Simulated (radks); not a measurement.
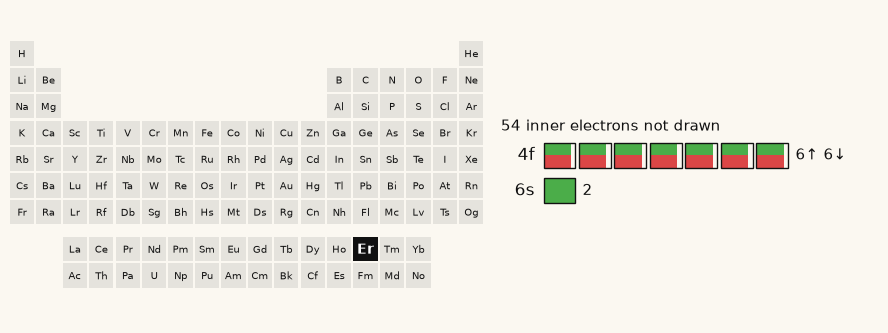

**Figure 1.** Left, the place of erbium in the periodic table; right, the outer shells as the input fills them: a box for each of the 2l + 1 orbitals, shaded by the share of the shell that is filled, up spin in the upper half and down spin in the lower, with the electron count at the right.

**Er: atomic calculation**

System: atomic erbium (Er) in the configuration [Xe] 4f12 6s2 (both spins equally filled).
Method: scalar-relativistic Kohn-Sham, SCAN, spin-polarised, spherical densities, finite nucleus (the in-house radial solver radks).

### Key numbers

```tsv
quantity	value
outcome	converged
total energy	−13086.9891 hartree
kinetic energy	14186.6157 hartree
electron–nucleus energy	−32116.0140 hartree
Hartree energy	5121.1751 hartree
exchange–correlation energy	−278.766049 hartree
radius at density 0.001 e/bohr³	5.11 bohr
SCF iterations	44
hardware	1 CPU thread, shared host
wall time	1.3 s
```

### Input file
```
Z 68
configuration [Xe] 4f6 4f6 6s2
relativity scalar-relativistic
functional scan,scan
spin polarised
nucleus finite rms 5.2516 fm
c 137.035999084
```

Energies in input and log are in hartree, lengths in bohr (the nuclear radius in fm).

Launched within a batch (the task file carries these settings):
```bash
python <driver script> task.json out
```

### The program's output
```
1s      1   1.0000       -2110.97661458
2s      1   1.0000        -355.51049119
2p      1   3.0000        -314.29031160
3s      1   1.0000         -80.03718043
3p      1   3.0000         -67.41067631
3d      1   5.0000         -51.60565032
4s      1   1.0000         -15.95317223
4p      1   3.0000         -11.78099338
4d      1   5.0000          -6.17959590
4f      1   6.0000          -0.11524663
5s      1   1.0000          -1.93322660
5p      1   3.0000          -0.98024796
6s      1   1.0000          -0.14659325
1s      2   1.0000       -2110.97661458
2s      2   1.0000        -355.51049119
2p      2   3.0000        -314.29031160
3s      2   1.0000         -80.03718043
3p      2   3.0000         -67.41067631
3d      2   5.0000         -51.60565032
4s      2   1.0000         -15.95317223
4p      2   3.0000         -11.78099338
4d      2   5.0000          -6.17959590
4f      2   6.0000          -0.11524663
5s      2   1.0000          -1.93322660
5p      2   3.0000          -0.98024796
6s      2   1.0000          -0.14659325
Etot -13086.989147777267
Ekin 14186.615737828886
Encl -32116.01395734818
Eh 5121.175120392734
Exc -278.7660486507066
err 5.7906929091019835e-06
it 44
```

### Orbitals

| orbital | occupation | energy (eV) | ⟨r⟩ (bohr) | outer maximum (bohr) |
| --- | --- | --- | --- | --- |
| 1s up | 1 | −57442.6 | 0.02037 | 0.0129 |
| 1s down | 1 | −57442.6 | 0.02037 | 0.0129 |
| 2s down | 1 | −9673.9 | 0.08642 | 0.0732 |
| 2s up | 1 | −9673.9 | 0.08642 | 0.0732 |
| 2p up | 3 | −8552.3 | 0.07671 | 0.0596 |
| 2p down | 3 | −8552.3 | 0.07671 | 0.0596 |
| 3s up | 1 | −2177.9 | 0.2250 | 0.207 |
| 3s down | 1 | −2177.9 | 0.2250 | 0.207 |
| 3p up | 3 | −1834.3 | 0.2243 | 0.204 |
| 3p down | 3 | −1834.3 | 0.2243 | 0.204 |
| 3d up | 5 | −1404.3 | 0.2039 | 0.167 |
| 3d down | 5 | −1404.3 | 0.2039 | 0.167 |
| 4s up | 1 | −434.108 | 0.5080 | 0.474 |
| 4s down | 1 | −434.108 | 0.5080 | 0.474 |
| 4p up | 3 | −320.577 | 0.5388 | 0.495 |
| 4p down | 3 | −320.577 | 0.5388 | 0.495 |
| 4d up | 5 | −168.155 | 0.5839 | 0.512 |
| 4d down | 5 | −168.155 | 0.5839 | 0.512 |
| 5s down | 1 | −52.606 | 1.251 | 1.11 |
| 5s up | 1 | −52.606 | 1.251 | 1.11 |
| 5p down | 3 | −26.674 | 1.499 | 1.28 |
| 5p up | 3 | −26.674 | 1.499 | 1.28 |
| 6s up | 1 | −3.989 | 3.996 | 3.35 |
| 6s down | 1 | −3.989 | 3.996 | 3.35 |
| 4f up | 6 | −3.136 | 0.8300 | 0.510 |
| 4f down | 6 | −3.136 | 0.8300 | 0.510 |

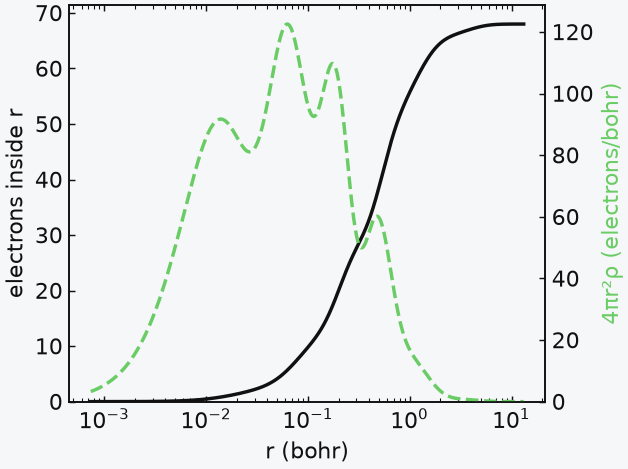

**Figure 2.** The number of electrons inside radius r (solid) and the radial density 4πr²ρ (dashed). The count levels off at 68 electrons. Half of them lie within 0.421 bohr, 90 % within 1.43 bohr and 99 % within 4.44 bohr. The radial density has minima at 0.0269, 0.114 and 0.337 bohr, where the count stands at 1.9, 11.1 and 29.5; these part the shells that the density resolves.

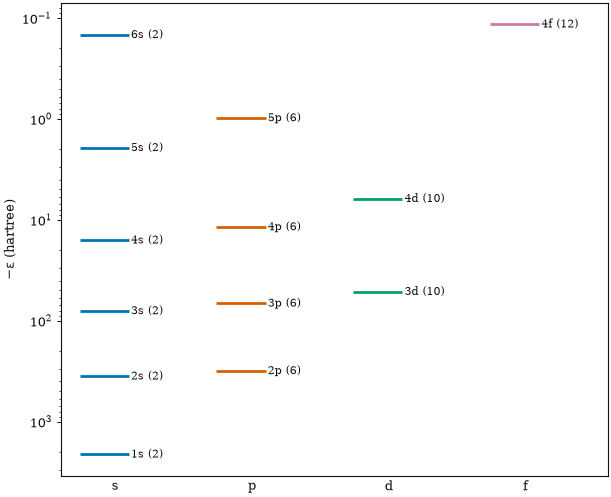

**Figure 3.** All occupied levels, on a logarithmic scale of binding energy, are drawn by angular momentum (occupations in brackets). The highest occupied level is 4f at −0.115 hartree. The highest 3 occupied levels, from the top down, are 4f (−0.115 hartree), 6s (−0.147 hartree), 5p (−0.980 hartree).
